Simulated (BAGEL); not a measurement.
**GeNH2F2 (SMILES [NH2][Ge]([F])[F]): UHF/3-21G (density fitting with qzvpp-jkfit)**

What is the vertical doublet–quartet gap of GeNH2F2 at UHF/3-21G (density fitting with qzvpp-jkfit)? 

The calculation is run with BAGEL 1.2.2.

5 further runs of the same task are left out: 3 that didn't finish, 2 set aside as unsound or not needed. Runs told in other sessions of the task aren't counted.

## Step 1: The structure to begin with

The species is GeNH2F2 (6 atoms), meant as a doublet with charge 0. As SMILES, `[NH2][Ge]([F])[F]`. The coordinates come from a PBE0-D4/def2-TZVP relaxation. This is one conformer, not always the lowest.

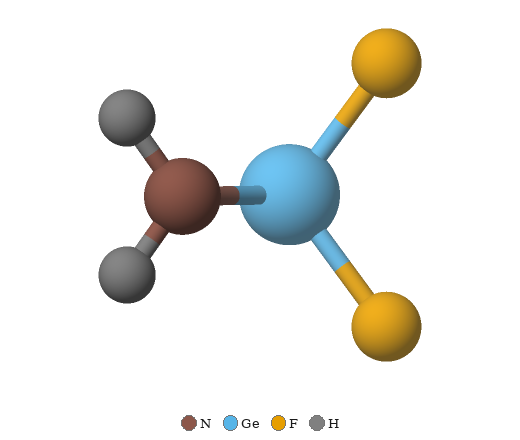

The structure, seen from a chosen angle (nitrogen brown, germanium blue, fluorine amber, hydrogen grey).

## Step 2: A single-point energy at UHF/3-21G (density fitting with qzvpp-jkfit)

hf.json reads:

```json
{ "bagel": [

{
  "title": "molecule",
  "basis": "3-21g",
  "df_basis": "qzvpp-jkfit",
  "angstrom": true,
  "geometry": [
    { "atom": "N", "xyz": [      -0.210000,       0.851700,      -0.337900 ] },
    { "atom": "Ge", "xyz": [      -0.063300,      -0.777400,       0.494800 ] },
    { "atom": "F", "xyz": [       1.530800,      -0.792600,       1.183100 ] },
    { "atom": "F", "xyz": [      -0.040400,      -1.943900,      -0.791100 ] },
    { "atom": "H", "xyz": [      -0.118800,       1.641600,       0.290300 ] },
    { "atom": "H", "xyz": [      -1.056300,       0.956600,      -0.885200 ] }
  ]
},

{ "title": "uhf", "nopen": 1 },

{ "title": "print", "file": "orbitals.molden", "orbitals": true }

]}
```

Launch:

```
$ BAGEL_NUM_THREADS=1 BAGEL hf.json > hf.out
```

What it wrote:

```text
* using 1 threads per process

  ===============================================================
  ===============================================================

  *** Geometry ***

  { "atom" : "N", "xyz" : [     -0.396842,      1.609480,     -0.638538 ] },
  { "atom" : "Ge", "xyz" : [     -0.119620,     -1.469073,      0.935036 ] },
  { "atom" : "F", "xyz" : [      2.892793,     -1.497797,      2.235735 ] },
  { "atom" : "F", "xyz" : [     -0.076345,     -3.673439,     -1.494962 ] },
  { "atom" : "H", "xyz" : [     -0.224499,      3.102174,      0.548587 ] },
  { "atom" : "H", "xyz" : [     -1.996118,      1.807712,     -1.672786 ] },

  Number of auxiliary basis functions:      533

  Since a DF basis is specified, we compute 2- and 3-index integrals:
    o Being stored without compression. Storage requirement is 0.012 GB

  Number of basis functions:       53
  Number of electrons      :       59

    * METHOD: MOLECULE                             0.22

  *** Open-shell HF ***

  === Nuclear Repulsion ===
   306.3013028252

      * DIIS with orbital gradients will be used.

  === UHF iteration (3-21g) ===
      0      -2318.30390101          0.06233734           0.12
      1      -2318.47577442          0.03657457           0.12
      2      -2318.52360151          0.02076214           0.13
      3      -2318.54466840          0.00086388           0.13
      4      -2318.54503890          0.00018933           0.13
      5      -2318.54506003          0.00005603           0.13
      6      -2318.54506181          0.00002092           0.12
      7      -2318.54506254          0.00000942           0.13
      8      -2318.54506280          0.00000720           0.13
      9      -2318.54506297          0.00000463           0.13
     10      -2318.54506301          0.00000226           0.13
     11      -2318.54506301          0.00000116           0.13
     12      -2318.54506302          0.00000037           0.13
     13      -2318.54506302          0.00000021           0.13
     14      -2318.54506302          0.00000006           0.13
     15      -2318.54506302          0.00000003           0.13
     16      -2318.54506302          0.00000002           0.13
     17      -2318.54506302          0.00000001           0.12
    * SCF iteration converged.

    * S^2 (UHF) is 0.7636

    * Permanent dipole moment:
           (    1.499237,    -0.959688,    -0.634191) a.u.

    * METHOD: UHF                                  2.45

    * METHOD: PRINT                                0.00

  ===============================================================
```

It took 2.9 s on 1 thread of Arm Neoverse V2, shared host; peak memory 0.094 GiB.

## Step 3: The quartet, same level

input.json reads:

```json
{ "bagel" : [

{
  "title" : "molecule",
  "basis" : "3-21g",
  "df_basis" : "qzvpp-jkfit",
  "angstrom" : true,
  "geometry" : [
    { "atom" : "N", "xyz" : [      -0.210000,       0.851700,      -0.337900 ] },
    { "atom" : "Ge", "xyz" : [      -0.063300,      -0.777400,       0.494800 ] },
    { "atom" : "F", "xyz" : [       1.530800,      -0.792600,       1.183100 ] },
    { "atom" : "F", "xyz" : [      -0.040400,      -1.943900,      -0.791100 ] },
    { "atom" : "H", "xyz" : [      -0.118800,       1.641600,       0.290300 ] },
    { "atom" : "H", "xyz" : [      -1.056300,       0.956600,      -0.885200 ] }
  ]
},

{ "title" : "uhf", "nopen" : 3 },

{ "title" : "print", "file" : "orbitals.molden", "orbitals" : true }

]}
```

Launch:

```
$ BAGEL_NUM_THREADS=1 BAGEL input.json > input.out
```

What it wrote:

```text
* using 1 threads per process

  ===============================================================
  ===============================================================

  *** Geometry ***

  { "atom" : "N", "xyz" : [     -0.396842,      1.609480,     -0.638538 ] },
  { "atom" : "Ge", "xyz" : [     -0.119620,     -1.469073,      0.935036 ] },
  { "atom" : "F", "xyz" : [      2.892793,     -1.497797,      2.235735 ] },
  { "atom" : "F", "xyz" : [     -0.076345,     -3.673439,     -1.494962 ] },
  { "atom" : "H", "xyz" : [     -0.224499,      3.102174,      0.548587 ] },
  { "atom" : "H", "xyz" : [     -1.996118,      1.807712,     -1.672786 ] },

  Number of auxiliary basis functions:      533

  Since a DF basis is specified, we compute 2- and 3-index integrals:
    o Being stored without compression. Storage requirement is 0.012 GB

  Number of basis functions:       53
  Number of electrons      :       59

    * METHOD: MOLECULE                             0.22

  *** Open-shell HF ***

  === Nuclear Repulsion ===
   306.3013028252

      * DIIS with orbital gradients will be used.

  === UHF iteration (3-21g) ===
      0      -2318.07036918          0.05368294           0.13
      1      -2318.21502333          0.03458034           0.12
      2      -2318.25895470          0.02053393           0.12
      3      -2318.28076304          0.00122267           0.13
      4      -2318.28192928          0.00051687           0.13
      5      -2318.28223341          0.00032443           0.13
      6      -2318.28247299          0.00022502           0.13
      7      -2318.28261894          0.00010549           0.13
      8      -2318.28264320          0.00004175           0.13
      9      -2318.28264471          0.00002340           0.14
     10      -2318.28264503          0.00001281           0.13
     11      -2318.28264523          0.00000505           0.13
     12      -2318.28264525          0.00000293           0.13
     13      -2318.28264526          0.00000084           0.13
     14      -2318.28264526          0.00000053           0.14
     15      -2318.28264526          0.00000025           0.13
     16      -2318.28264526          0.00000013           0.13
     17      -2318.28264526          0.00000008           0.13
     18      -2318.28264526          0.00000005           0.13
     19      -2318.28264526          0.00000004           0.13
     20      -2318.28264526          0.00000002           0.13
     21      -2318.28264526          0.00000002           0.13
     22      -2318.28264526          0.00000001           0.13
     23      -2318.28264526          0.00000001           0.12
    * SCF iteration converged.

    * S^2 (UHF) is 3.7571

    * Permanent dipole moment:
           (    1.145189,    -1.231524,    -0.194569) a.u.

    * METHOD: UHF                                  3.27

    * METHOD: PRINT                                0.00

  ===============================================================
```

Run time: 3.9 s. Hardware: 1 thread of Arm Neoverse V2, shared host; peak memory 0.094 GiB.

## Step 4: What came out

At UHF/3-21G (density fitting with qzvpp-jkfit):

| quantity | value |
| --- | --- |
| doublet: total energy | -2318.54506 Eh |
| doublet: dipole moment | 4.80 D |
| doublet: ⟨S²⟩ | 0.764 |
| quartet: total energy | -2318.28265 Eh |
| quartet: dipole moment | 4.30 D |
| quartet: ⟨S²⟩ | 3.757 |
| vertical energy of the quartet above the doublet | 7.141 eV |

**Reading.** At this shape the quartet lies 7.14 eV (165 kcal/mol) above the doublet.
